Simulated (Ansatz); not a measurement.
One stationary structure of InAs. Computed with r2SCAN (plane waves to 500 eV, PAW, scalar-relativistic; Ansatz, a program for electronic structure).

P6₃mc (No. 186), hP4, wurtzite type; a = b = 4.3105 Å, c = 7.0849 Å, α = β = 90.00°, γ = 120.00°.

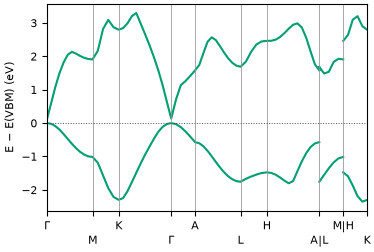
Highest filled and lowest empty band along the path of this cell's Brillouin zone

**Question.** Read off the gap and say whether it is direct.

**Answer.** 0.13 eV, direct at Γ (no spin-orbit coupling).

**Question.** How far does the top valence band disperse along this path?

**Answer.** About 2.4 eV.

No spin polarisation in the result.

It was reached from a disturbed copy of a Pm-3m (No. 221) cell (CsCl type), against which it lies -0.60 eV/atom.

The first start was generated by placing the elements on the sites of a structure type. Materials Project lists a structure of InAs in the same space group, P6₃mc (No. 186); the sites were not compared with it, nor with measured phases. Known forms of InAs include space group No. 216.
